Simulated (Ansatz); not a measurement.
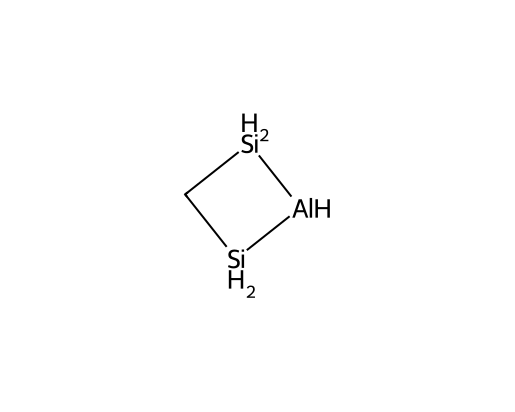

> Give its SMILES.

C1[SiH2][AlH][SiH2]1

> What is the molecular formula?

CH7AlSi2.

> An optimisation with PBE0-D4/def2-TZVP gave a structure of which point group?

Cs.

More results for the same structure follow; atom numbers are the same in all pictures, views and colours differ. Computed geometry: PBE0-D4/def2-TZVP optimisation.

## Geometry

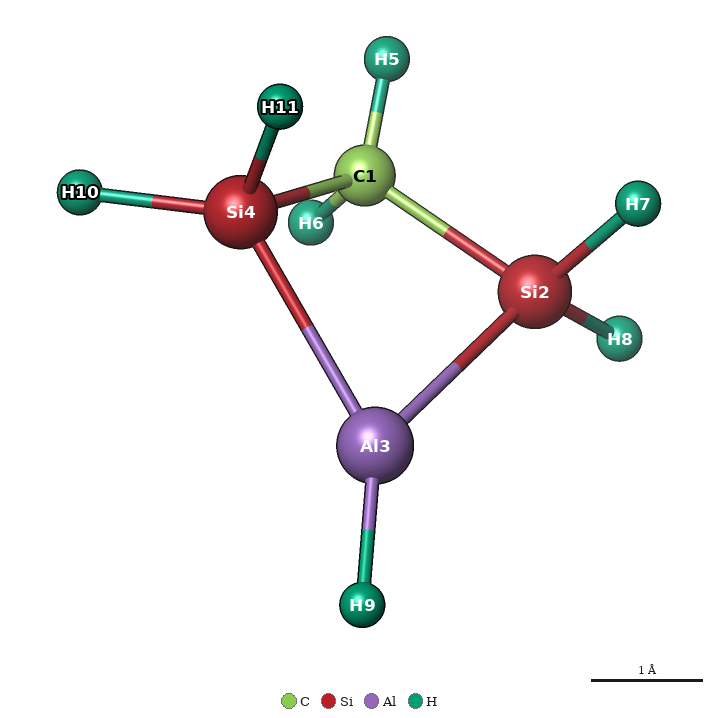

Give the bond lengths.

```tsv
bond	length (Å)
C1–Si2	1.906
C1–Si4	1.906
C1–H5	1.092
C1–H6	1.096
Si2–Al3	2.458
Si2–H7	1.495
Si2–H8	1.492
Al3–Si4	2.458
Al3–H9	1.588
Si4–H10	1.492
Si4–H11	1.495
```

## Dipole moment

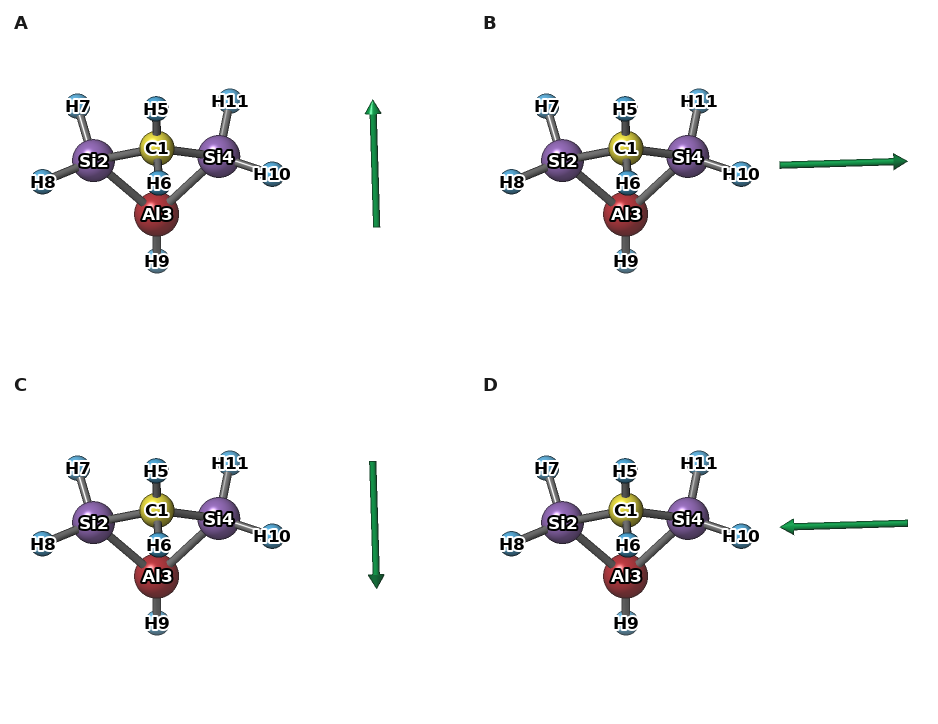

The same molecule four times, each with an arrow. Properties computed with RKS B3LYP-D4/def2-TZVPP (Ansatz 0.2.0).

> Which arrow points along the dipole moment, from the negative to the positive end?

C. The dipole moment is 0.74 D; it points from the side of H5, H7, H11 to the side of H9 (the outermost atoms at the two ends).

## Thermal motion

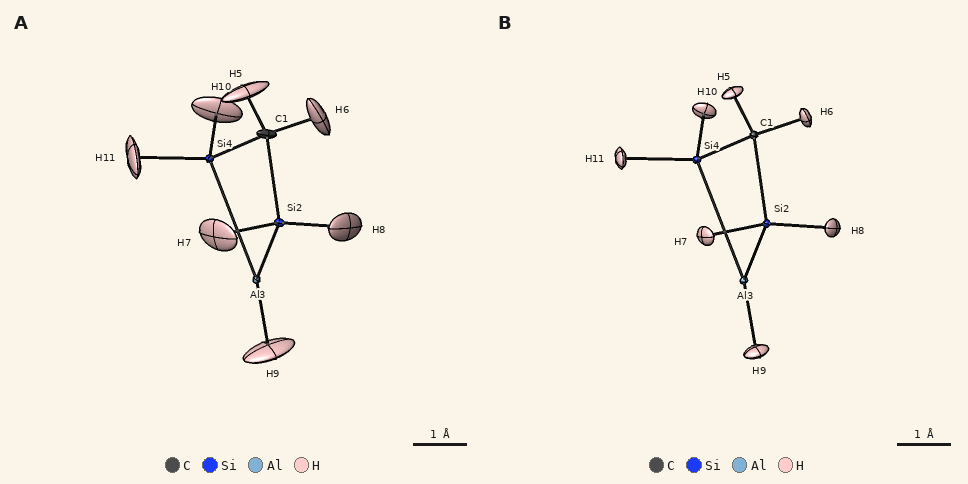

Displacement ellipsoids at the 50 % level, scaled by 0.7, from the internal vibrations of the free molecule (harmonic, no overall translation or rotation; no half-axis is drawn under 0.075 Å). Vibrations computed with RKS PBE0-D4/def2-TZVP (Ansatz 0.2.0). One panel is for 100 K, the other for 900 K.

> Which panel is for 900 K?

A.

> How much does the mean-square displacement of C1 grow, and why?

U_eq goes from 0.0031 to 0.0160 Å², a factor of 5.2. Modes below kT (626 cm⁻¹ at 900 K) grow about in proportion to T, and the lowest lies at 111 cm⁻¹; the mean-square amplitude of a mode is its zero-point value times coth(ħω/2kT), which comes close to 1 only above about 3kT.

## Charges

The questions are on Mulliken charges. Properties computed with RKS B3LYP-D4/def2-TZVPP (Ansatz 0.2.0).

List the Mulliken charges.

```json
{"atom": "C1", "value (e)": "−0.34"}
{"atom": "Si2", "value (e)": "0.12"}
{"atom": "Al3", "value (e)": "0.30"}
{"atom": "Si4", "value (e)": "0.12"}
{"atom": "H5", "value (e)": "0.10"}
{"atom": "H6", "value (e)": "0.11"}
{"atom": "H7", "value (e)": "−0.07"}
{"atom": "H8", "value (e)": "−0.07"}
{"atom": "H9", "value (e)": "−0.11"}
{"atom": "H10", "value (e)": "−0.07"}
{"atom": "H11", "value (e)": "−0.07"}
```

Mulliken values depend strongly on the basis set and can even reverse the polarity of a bond.
